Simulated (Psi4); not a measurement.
# wB97M-V/def2-SVP (core potential) run of CH6O3Sn (SMILES C[Sn](O)(O)O)

What is the vertical ionisation energy of CH6O3Sn at wB97M-V/def2-SVP (core potential)? 

Program for the calculation: Psi4 1.11.

2 further runs of the same task are left out: 2 set aside as unsound or not needed. Runs told in other sessions of the task aren't counted.

## Step 1: Starting point

The species is CH6O3Sn (11 atoms), meant as a singlet with charge 0. As SMILES, `C[Sn](O)(O)O`. The coordinates come from a PBE0-D4/def2-TZVP relaxation. This is one conformer, not always the lowest.

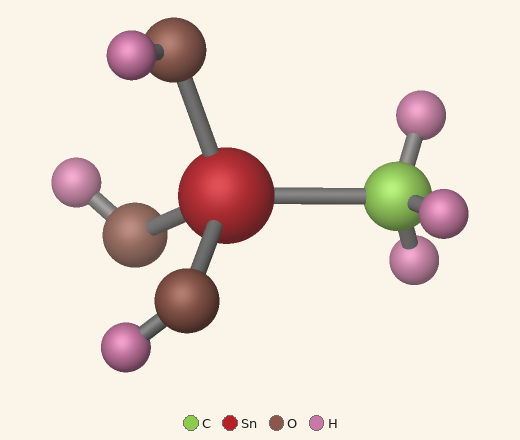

The structure, seen from a chosen angle (carbon green, tin red, oxygen brown, hydrogen pink).

## Step 2: The energy at wB97M-V/def2-SVP (core potential)

job.dat reads:

```
memory 2200 MB

molecule molecule1 {
  C     -1.634780     0.821450     0.161210
  Sn     0.242220    -0.121540    -0.023890
  O      0.658370    -1.274060     1.505120
  O      1.718000     1.160190    -0.160160
  O      0.358560    -1.259930    -1.614460
  H     -1.512400     1.751180     0.714920
  H     -2.026840     1.031120    -0.832930
  H     -2.314250     0.158830     0.695300
  H      1.532360    -1.093390     1.861260
  H      2.293460     0.964390    -0.904370
  H      0.685300    -2.138250    -1.402000
  symmetry c1
}

set puream true
set e_convergence 1e-09
set d_convergence 1e-08
set scf_type pk
set dft_radial_points 99
set dft_spherical_points 590

energy('wb97m-v/def2-SVP')
```

Launch:

```sh
$ psi4 job.dat job.out -n 1
```

job.out:

```text
[...]
    !!!  WARNING: ECP capability is in beta. Please check occupations closely.  !!!
[...]
  Running in c1 symmetry.
[...]
  Nuclear repulsion =  302.222051701947294
[...]
  Multiplicity = 1
[...]
  Nalpha       = 29
  Nbeta        = 29
[...]
    Number of basis functions: 112
[...]
   @RKS iter   1:  -480.86580733731512   -2.12907e+00   9.83097e-03 DIIS/ADIIS
[...]
   @RKS iter  12:  -481.36854377979500   -9.15179e-12   4.19264e-09 DIIS
[...]
    Orbital Energies [Eh]
    ---------------------
    Doubly Occupied:
       1A    -19.323557     2A    -19.323542     3A    -19.323540
       4A    -10.373855     5A     -5.270122     6A     -3.602548
       7A     -3.602548     8A     -3.599730     9A     -1.183141
      10A     -1.183139    11A     -1.166616    12A     -1.159918
      13A     -1.159917    14A     -1.081000    15A     -1.045774
      16A     -1.045769    17A     -0.819098    18A     -0.634549
      19A     -0.571462    20A     -0.571447    21A     -0.521471
      22A     -0.521464    23A     -0.486790    24A     -0.450394
      25A     -0.431296    26A     -0.431274    27A     -0.396370
      28A     -0.396360    29A     -0.384230
[...]
  @RKS Final Energy:  -481.36854377979500
   => Energetics <=
    Nuclear Repulsion Energy =            302.2220517019472936
    One-Electron Energy =               -1344.7169975014744523
    Two-Electron Energy =                 597.3940339502462393
    DFT Exchange-Correlation Energy =     -36.4939118460542744
    Empirical Dispersion Energy =           0.0000000000000000
    VV10 Nonlocal Energy =                  0.2262799155402787
    Total Energy =                       -481.3685437797949476
[...]
 Multipole Moments:
 ------------------------------------------------------------------------------------
     Multipole            Electronic (a.u.)      Nuclear  (a.u.)        Total (a.u.)
 ------------------------------------------------------------------------------------
 L = 1.  Multiply by 2.5417464519 to convert [e a0] to [Debye]
 Dipole X            :          0.1808502           -0.2015278           -0.0206776
 Dipole Y            :         -0.0881397            0.0980447            0.0099050
 Dipole Z            :         -0.0191633            0.0208691            0.0017058
 Magnitude           :                                                    0.0229909
[...]
```

Wall time 3.3 min (1 thread of AMD EPYC 9R45 (Zen 5), shared host); peak memory 1.1 GiB.

## Step 3: The doublet cation

job.py reads:

```python
import psi4

psi4.set_memory('2200 MB')
psi4.set_num_threads(1)
psi4.core.set_output_file('ch6o3sn.out', False)

molecule = psi4.geometry("""
1 2
C     -1.634780     0.821450     0.161210
Sn     0.242220    -0.121540    -0.023890
O      0.658370    -1.274060     1.505120
O      1.718000     1.160190    -0.160160
O      0.358560    -1.259930    -1.614460
H     -1.512400     1.751180     0.714920
H     -2.026840     1.031120    -0.832930
H     -2.314250     0.158830     0.695300
H      1.532360    -1.093390     1.861260
H      2.293460     0.964390    -0.904370
H      0.685300    -2.138250    -1.402000
symmetry c1
no_reorient
no_com
""")

psi4.set_options({
    'reference': 'uks',
    'puream': True,
    'e_convergence': 1e-09,
    'd_convergence': 1e-08,
    'scf_type': 'pk',
    'dft_radial_points': 99,
    'dft_spherical_points': 590,
    'maxiter': 100,
})

e_tot = psi4.energy('wb97m-v/def2-SVP', molecule=molecule)
print(f'wb97m-v/def2-SVP energy: {e_tot:.10f} Eh')
for k, v in sorted(psi4.core.scalar_variables().items()):
    print(f'{k:45s} {v:18.10f}')
```

Launch:

```sh
$ python job.py
```

ch6o3sn.out:

```text
[...]
    !!!  WARNING: ECP capability is in beta. Please check occupations closely.  !!!
[...]
  Running in c1 symmetry.
[...]
  Nuclear repulsion =  302.222051701947294
[...]
  Multiplicity = 2
[...]
  Nalpha       = 29
  Nbeta        = 28
[...]
    Number of basis functions: 112
[...]
   @UKS iter   1:  -480.59673748217705   -1.85903e+00   8.36231e-03 ADIIS/DIIS
[...]
   @UKS iter  25:  -480.97821909591306   -1.27329e-11   7.96025e-09 DIIS
[...]
   @S^2 Observed:                7.665226556E-01
[...]
    Orbital Energies [Eh]
    ---------------------
    Alpha Occupied:
       1A    -19.575227     2A    -19.575215     3A    -19.575187
       4A    -10.603570     5A     -5.506622     6A     -3.838560
       7A     -3.837773     8A     -3.837772     9A     -1.420160
      10A     -1.420153    11A     -1.405539    12A     -1.395355
      13A     -1.395354    14A     -1.323879    15A     -1.287695
      16A     -1.287682    17A     -1.039415    18A     -0.866183
      19A     -0.804301    20A     -0.804282    21A     -0.733901
      22A     -0.733894    23A     -0.720515    24A     -0.686552
      25A     -0.676452    26A     -0.676425    27A     -0.637924
      28A     -0.637905    29A     -0.633312
    Alpha Virtual:
[...]
  @UKS Final Energy:  -480.97821909591306
   => Energetics <=
    Nuclear Repulsion Energy =            302.2220517019472936
    One-Electron Energy =               -1331.2539436049523829
    Two-Electron Energy =                 584.1138970454983337
    DFT Exchange-Correlation Energy =     -36.2838939464701582
    Empirical Dispersion Energy =           0.0000000000000000
    VV10 Nonlocal Energy =                  0.2236697080638455
    Total Energy =                       -480.9782190959130617
  UHF NO Occupations:
  HONO-2 :   27  A 1.9977740
  HONO-1 :   28  A 1.9965328
[...]
 Multipole Moments:
 ------------------------------------------------------------------------------------
     Multipole            Electronic (a.u.)      Nuclear  (a.u.)        Total (a.u.)
 ------------------------------------------------------------------------------------
 L = 1.  Multiply by 2.5417464519 to convert [e a0] to [Debye]
 Dipole X            :        -29.9994960           30.3437670            0.3442710
 Dipole Y            :         15.0611549          -15.2344051           -0.1732502
 Dipole Z            :          2.9553654           -2.9898113           -0.0344458
 Magnitude           :                                                    0.3869427
[...]
```

Standard output:

```text
wb97m-v/def2-SVP energy: -480.9782190959 Eh
CURRENT ENERGY                                   -480.9782190959
CURRENT REFERENCE ENERGY                         -480.9782190959
DD SOLVATION ENERGY                                 0.0000000000
DFT FUNCTIONAL TOTAL ENERGY                      -480.9782190959
DFT TOTAL ENERGY                                 -480.9782190959
DFT VV10 ENERGY                                     0.2236697081
DFT XC ENERGY                                     -36.2838939465
GRID ELECTRONS ALPHA                               28.9999991898
GRID ELECTRONS BETA                                27.9999993164
GRID ELECTRONS TOTAL                               56.9999985062
NUCLEAR REPULSION ENERGY                          302.2220517019
ONE-ELECTRON ENERGY                             -1331.2539436050
PCM POLARIZATION ENERGY                             0.0000000000
PE ENERGY                                           0.0000000000
SCF ITERATION ENERGY                             -480.9782190959
SCF ITERATIONS                                     25.0000000000
SCF TOTAL ENERGY                                 -480.9782190959
TWO-ELECTRON ENERGY                               584.1138970455
XC GRID RADIAL POINTS                              99.0000000000
XC GRID SPHERICAL POINTS                          590.0000000000
XC GRID TOTAL POINTS                           608727.0000000000
```

Wall time 7.1 min (1 thread of AMD EPYC 9R45 (Zen 5), shared host); peak memory 1.1 GiB.

## Step 4: Summary of results

Level: wB97M-V/def2-SVP (core potential).

| quantity | value |
| --- | --- |
| singlet CH6O3Sn: total energy | -481.36854 Eh |
| singlet CH6O3Sn: dipole moment | 0.06 D |
| singlet CH6O3Sn: HOMO energy | -10.46 eV |
| singlet CH6O3Sn: LUMO energy | 1.55 eV |
| singlet CH6O3Sn: HOMO–LUMO gap | 12.01 eV |
| doublet cation: total energy | -480.97822 Eh |
| doublet cation: HOMO energy (highest over α and β) | -16.21 eV |
| doublet cation: LUMO energy (lowest over α and β) | -10.79 eV |
| doublet cation: ⟨S²⟩ | 0.767 |
| vertical ionisation energy (to the doublet cation) | 10.621 eV |

**Reading.** The vertical ionisation energy comes to 10.62 eV (1025 kJ/mol). The negative HOMO energy of the first species, 10.46 eV, lies 0.17 eV below that difference. With no_com the log's rotational constants are taken about the origin, not the centre of mass, so they aren't the molecule's.
